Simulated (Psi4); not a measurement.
# quartet [CF2]+: levels of theory compared

Wanted: a comparison of 6 runs (UB3LYP/cc-pVTZ, UBHLYP/cc-pVTZ, UBLYP/cc-pVTZ, UPBE0/cc-pVTZ, USVWN5/cc-pVTZ, UTPSS/cc-pVTZ) of quartet [CF2]+. 

The results are computed with Psi4 1.11.

1 further run of the same task is left out (it didn't finish).

### 1 The structure to begin with

[CF2]+: 3 atoms, total charge +1, spin state quartet. SMILES of the parent species: `F[C+]F`. The shape is that of a PBE0-D4/def2-TZVP optimisation. That shape belongs to the parent species and isn't relaxed for this state.

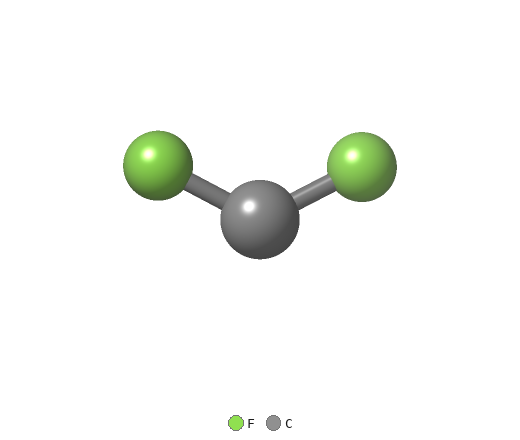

Viewed from a chosen angle; fluorine green, carbon grey.

### 2 The energy at UB3LYP/cc-pVTZ (run 1)

The input, cf2.dat:

```
memory 2200 mb

molecule {
  1 4
  F      0.71641407     1.83866572     0.59751250
  C      0.52101639    -0.41830977     0.24050544
  F     -1.23744936    -1.42035595    -0.83803684
  units au
  symmetry c1
}

set {
  basis cc-pVTZ
  reference uks
  puream true
  e_convergence 1e-09
  d_convergence 1e-08
  scf_type pk
  dft_radial_points 99
  dft_spherical_points 590
  maxiter 100
}

result, w = energy("b3lyp", return_wfn=True)
oeprop(w, "WIBERG_LOWDIN_INDICES", "MAYER_INDICES", "MULLIKEN_CHARGES", title="B3LYP")
```

On the command line:

```console
$ psi4 cf2.dat cf2.out -n 1
```

cf2.out:

```text
[...]
  Running in c1 symmetry.
[...]
  Nuclear repulsion =   67.033256852444921
[...]
  Multiplicity = 4
[...]
  Nalpha       = 13
  Nbeta        = 10
[...]
    Number of basis functions: 90
[...]
   @UKS iter   1:  -237.03864814521521    6.73418e-01   2.98185e-03 ADIIS/DIIS
[...]
   @UKS iter  12:  -237.07450855114061   -7.75913e-12   3.70738e-09 DIIS
[...]
   @S^2 Observed:                3.757151649E+00
[...]
    Orbital Energies [Eh]
    ---------------------
    Alpha Occupied:
       1A    -25.226844     2A    -25.226840     3A    -10.686957
       4A     -1.794508     5A     -1.743561     6A     -1.118125
       7A     -1.043194     8A     -1.016825     9A     -0.988353
      10A     -0.948155    11A     -0.915719    12A     -0.665026
      13A     -0.525431
    Alpha Virtual:
      14A     -0.186128    15A     -0.097438    16A     -0.000522
      17A      0.003181    18A      0.017775    19A      0.106310
      20A      0.293277    21A      0.328481    22A      0.331032
      23A      0.344861    24A      0.399751    25A      0.485400
[...]
  @UKS Final Energy:  -237.07450855114061
   => Energetics <=
    Nuclear Repulsion Energy =             67.0332568524449215
    One-Electron Energy =                -452.0363322283145635
    Two-Electron Energy =                 168.8957143370033407
    DFT Exchange-Correlation Energy =     -20.9671475122743125
    Empirical Dispersion Energy =           0.0000000000000000
    VV10 Nonlocal Energy =                  0.0000000000000000
    Total Energy =                       -237.0745085511406103
[...]
 Multipole Moments:
 ------------------------------------------------------------------------------------
     Multipole            Electronic (a.u.)      Nuclear  (a.u.)        Total (a.u.)
 ------------------------------------------------------------------------------------
 L = 1.  Multiply by 2.5417464519 to convert [e a0] to [Debye]
 Dipole X            :         -0.1850754            0.2057569            0.0206815
 Dipole Y            :          0.1358861           -0.1510640           -0.0151779
 Dipole Z            :          0.0000000           -0.0000000            0.0000000
 Magnitude           :                                                    0.0256533
[...]
  Mulliken Charges: (a.u.)
   Center  Symbol    Alpha    Beta     Spin     Total
       1     F     4.63848  4.00597  0.63252  0.35555
       2     C     3.72303  1.98806  1.73497  0.28891
       3     F     4.63848  4.00597  0.63251  0.35555
   Total alpha = 13.00000, Total beta = 10.00000, Total charge =  1.00000
  Mayer Bond Indices:
  Total Bond Index:
  Irrep: 1 Size: 3 x 3
[...]
```

Wall time 25 s (1 thread of Intel Xeon at 2.50GHz (Skylake/Cascade Lake), shared host); peak memory 0.74 GiB.

### 3 Energy and forces at UBHLYP/cc-pVTZ (run 2)

The input, input.inp:

```
memory 2200 mb

molecule {
  1 4
  F      0.379110     0.972980     0.316190
  C      0.275710    -0.221360     0.127270
  F     -0.654830    -0.751620    -0.443470
  symmetry c1
}

set {
  basis cc-pVTZ
  reference uks
  puream true
  e_convergence 1e-09
  d_convergence 1e-08
  scf_type pk
  dft_radial_points 99
  dft_spherical_points 590
  maxiter 100
}

e_tot, wfn = gradient('bhhlyp', return_wfn=True)
oeprop(wfn, 'QUADRUPOLE', 'MAYER_INDICES', 'WIBERG_LOWDIN_INDICES')
```

On the command line:

```console
$ psi4 input.inp input.out -n 1
```

input.out, shortened:

```text
[...]
  Running in c1 symmetry.
[...]
  Nuclear repulsion =   67.033256693421976
[...]
  Multiplicity = 4
[...]
  Nalpha       = 13
  Nbeta        = 10
[...]
    Number of basis functions: 90
[...]
   @UKS iter   1:  -236.92734054074282    6.00456e-01   3.31839e-03 ADIIS/DIIS
[...]
   @UKS iter  12:  -236.97743717944695   -1.15392e-11   7.65758e-09 DIIS
[...]
   @S^2 Observed:                3.766584574E+00
[...]
  @UKS Final Energy:  -236.97743717944695
   => Energetics <=
    Nuclear Repulsion Energy =             67.0332566934219756
    One-Electron Energy =                -452.0093886934384955
    Two-Electron Energy =                 161.3922844253355890
    DFT Exchange-Correlation Energy =     -13.3935896047660403
    Empirical Dispersion Energy =           0.0000000000000000
    VV10 Nonlocal Energy =                  0.0000000000000000
    Total Energy =                       -236.9774371794469516
[...]
  -Total Gradient:
     Atom            X                  Y                   Z
    ------   -----------------  -----------------  -----------------
       1        0.016751004871    -0.151295943827     0.000000000000
       2       -0.166121193991     0.121964831016    -0.000000000000
       3        0.149366096528     0.029334117714     0.000000000000
[...]
 Multipole Moments:
 ------------------------------------------------------------------------------------
     Multipole            Electronic (a.u.)      Nuclear  (a.u.)        Total (a.u.)
 ------------------------------------------------------------------------------------
 L = 1.  Multiply by 2.5417464519 to convert [e a0] to [Debye]
 Dipole X            :         -0.1662429            0.2057569            0.0395140
 Dipole Y            :          0.1220784           -0.1510640           -0.0289856
 Dipole Z            :         -0.0000000           -0.0000000           -0.0000000
 Magnitude           :                                                    0.0490053
 L = 2.  Multiply by 1.3450342976 to convert [e a0^2] to [Debye ang]
 Quadrupole XX       :        -37.4386845           29.3239648           -8.1147197
 Quadrupole XY       :        -31.5924832           32.9826245            1.3901413
[...]
```

Run time: 35 s. Hardware: 1 thread of Intel Xeon at 2.50GHz (Skylake/Cascade Lake), shared host; peak memory 0.74 GiB.

Runs 3 to 5 aren't shown in full; the table further down has their settings and results.

### 4 A single-point energy at UTPSS/cc-pVTZ (run 6)

The input, calc.in:

```
memory 2200 MB

molecule {
  1 4
  F      0.71641407     1.83866572     0.59751250
  C      0.52101639    -0.41830977     0.24050544
  F     -1.23744936    -1.42035595    -0.83803684
  units au
  symmetry c1
}

set basis cc-pVTZ
set reference uks
set puream true
set e_convergence 1e-09
set d_convergence 1e-08
set scf_type pk
set dft_radial_points 99
set dft_spherical_points 590
set maxiter 100

E, wfn = energy("tpss", return_wfn=True)
oeprop(wfn, "QUADRUPOLE", "WIBERG_LOWDIN_INDICES", "MAYER_INDICES", title="TPSS")
```

On the command line:

```console
$ psi4 -i calc.in -o calc.out -n 1
```

calc.out:

```text
[...]
  Running in c1 symmetry.
[...]
  Nuclear repulsion =   67.033256852444921
[...]
  Multiplicity = 4
[...]
  Nalpha       = 13
  Nbeta        = 10
[...]
    Number of basis functions: 90
[...]
   @UKS iter   1:  -237.06080761869563    7.10287e-01   3.66348e-03 DIIS/ADIIS
[...]
   @UKS iter  11:  -237.11347200190545   -7.50333e-12   9.29273e-09 DIIS
[...]
   @S^2 Observed:                3.754591414E+00
[...]
    Orbital Energies [Eh]
    ---------------------
    Alpha Occupied:
       1A    -24.941453     2A    -24.941452     3A    -10.493497
       4A     -1.702209     5A     -1.652166     6A     -1.044794
       7A     -0.970235     8A     -0.944353     9A     -0.913747
      10A     -0.875616    11A     -0.837788    12A     -0.618207
      13A     -0.477004
    Alpha Virtual:
      14A     -0.213589    15A     -0.115910    16A     -0.019935
      17A     -0.011641    18A      0.001581    19A      0.074899
      20A      0.282744    21A      0.302600    22A      0.303718
      23A      0.331081    24A      0.386843    25A      0.471909
[...]
  @UKS Final Energy:  -237.11347200190545
   => Energetics <=
    Nuclear Repulsion Energy =             67.0332568524449215
    One-Electron Energy =                -452.0820873687516155
    Two-Electron Energy =                 173.9406208376484244
    DFT Exchange-Correlation Energy =     -26.0052623232471909
    Empirical Dispersion Energy =           0.0000000000000000
    VV10 Nonlocal Energy =                  0.0000000000000000
    Total Energy =                       -237.1134720019054498
[...]
 Multipole Moments:
 ------------------------------------------------------------------------------------
     Multipole            Electronic (a.u.)      Nuclear  (a.u.)        Total (a.u.)
 ------------------------------------------------------------------------------------
 L = 1.  Multiply by 2.5417464519 to convert [e a0] to [Debye]
 Dipole X            :         -0.1928127            0.2057569            0.0129441
 Dipole Y            :          0.1415642           -0.1510640           -0.0094998
 Dipole Z            :          0.0000000           -0.0000000            0.0000000
 Magnitude           :                                                    0.0160561
 L = 2.  Multiply by 1.3450342976 to convert [e a0^2] to [Debye ang]
 Quadrupole XX       :        -37.3915164           29.3239647           -8.0675517
 Quadrupole XY       :        -31.5472423           32.9826244            1.4353821
[...]
```

It took 55 s on 1 thread of Intel Xeon at 2.50GHz (Skylake/Cascade Lake), shared host; peak memory 1.3 GiB.

### 5 Overview of the runs

```csv
run,level,task,energy (Eh),HOMO energy (eV),⟨S²⟩,wall time
1,UB3LYP/cc-pVTZ,energy,-237.074509,-14.30,3.757,25 s
2,UBHLYP/cc-pVTZ,gradient,-236.977437,-16.41,3.767,35 s
3,UBLYP/cc-pVTZ,gradient,-237.067256,-12.62,3.754,47 s
4,UPBE0/cc-pVTZ,gradient,-236.847057,-14.65,3.758,38 s
5,USVWN5/cc-pVTZ,energy,-235.470341,-12.79,3.752,19 s
6,UTPSS/cc-pVTZ,energy,-237.113472,-12.98,3.755,55 s
```

### 6 Summary of results

| quantity | value |
| --- | --- |
| run 6: total energy | -237.11347 Eh |
| run 6: HOMO energy (highest over α and β) | -12.98 eV |
| run 6: ⟨S²⟩ | 3.755 |

**Reading.** Totals of different functionals can't be ranked against each other. All runs together took 3.6 min, the longest 55 s.
